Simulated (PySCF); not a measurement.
CH₅N, SMILES `CN`.

Computed with PySCF, HF/def2-SVP, geometry: GFN2-xTB. No frequency check shows the geometry to be a minimum.

Input script:

```python
import numpy as np
from pyscf import gto, scf, dft, lo
from pyscf.data.elements import chemcore

def solve(mol, dm0=None, hcore=None):
    mf = scf.UHF(mol) if mol.spin else scf.RHF(mol)
    mf = mf.density_fit(auxbasis='def2-universal-jkfit')
    mf.conv_tol, mf.max_cycle = 1e-8, 80
    if hcore is not None:
        mf.get_hcore = lambda *args: hcore
    mf.kernel(dm0)
    if not mf.converged:
        mf = mf.newton().run(mf.mo_coeff, mf.mo_occ, max_cycle=30)
    assert mf.converged, 'SCF not converged'
    return mf

mol = gto.M(atom='''
C      0.70297     0.00004    -0.01586
N     -0.74311    -0.00008     0.12064
H      1.09860    -0.88406     0.48327
H      1.09890     0.88319     0.48403
H      1.06198     0.00053    -1.05538
H     -1.13793    -0.81842    -0.33099
H     -1.13764     0.81903    -0.33028
''', basis='def2-svp', charge=0, spin=0, verbose=4)
mf = solve(mol)
occ_all = mf.mo_coeff[:, mf.mo_occ > 0]
occ = occ_all[:, chemcore(mol):]
pm = lo.PM(mol, occ, pop_method='meta_lowdin')
loc = pm.kernel()
for _ in range(5):
    new, stable = pm.stability_jacobi(return_status=True)
    if stable:
        break
    loc = pm.kernel(new)
fock, s = mf.get_fock(), mf.get_ovlp()
ortho = lo.orth_ao(mol, 'meta_lowdin')
labels = mol.ao_labels(fmt=None)
vir = loc[:, :0]
both = np.hstack([loc, vir])
p = (ortho.T @ s @ both) ** 2
pop = np.array([p[[l[0] == a for l in labels]].sum(0) for a in range(mol.natm)])
spd = np.array([[p[[l[0] == a and l[2][-1] == k for l in labels]].sum(0) for k in 'spd'] for a in range(mol.natm)])
eps = np.einsum('pi,pq,qi->i', both, fock, both)
for i in np.argsort(eps):
    top = np.argsort(-pop[:, i])[:3]
    print('%3d %s %9.4f Eh ' % (i + 1, 'occ' if i < loc.shape[1] else 'vir', eps[i]), '  '.join('%s%d %.3f' % (mol.atom_symbol(a), a + 1, pop[a, i]) for a in top))
np.savez('result.npz', c=both, nocc=loc.shape[1], pop=pop, spd=spd, eps=eps, e=mf.e_tot)
```

Run with:

```sh
OMP_NUM_THREADS=1 python input.py
```

The run took 0.81 s on 1 thread of Intel(R) Xeon(R) 6975P-C (Granite Rapids) (shared host), peak memory 0.27 GiB.

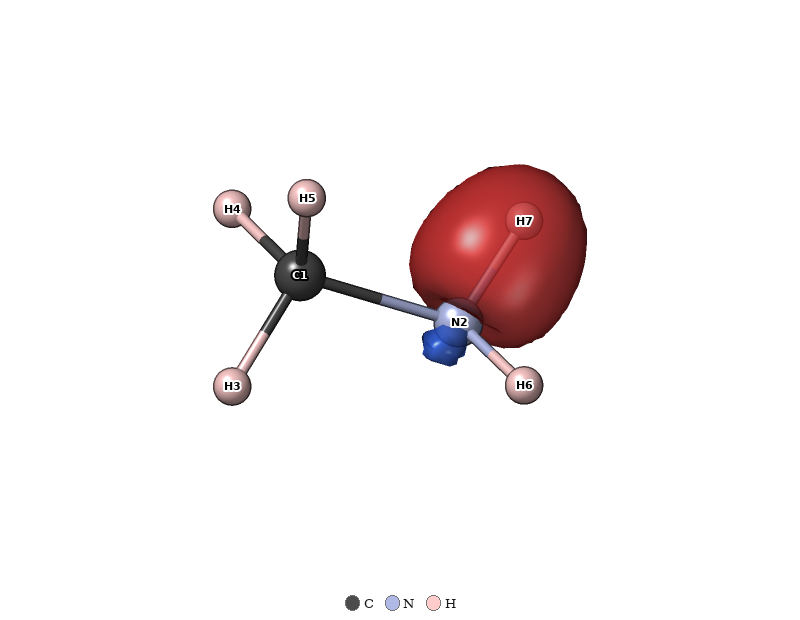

Pipek–Mezey orbitals, occupied; each surface holds about 70 % of the orbital's density. Energies are diagonal elements of the Fock matrix.

Q: What does this orbital represent?

A: σ bond N2–H7 (N2 59 %, H7 40 %; −21.1 eV).

Q: How do all the valence pairs divide up?

A: 7 pairs: 6 σ bonds and 1 lone pair.
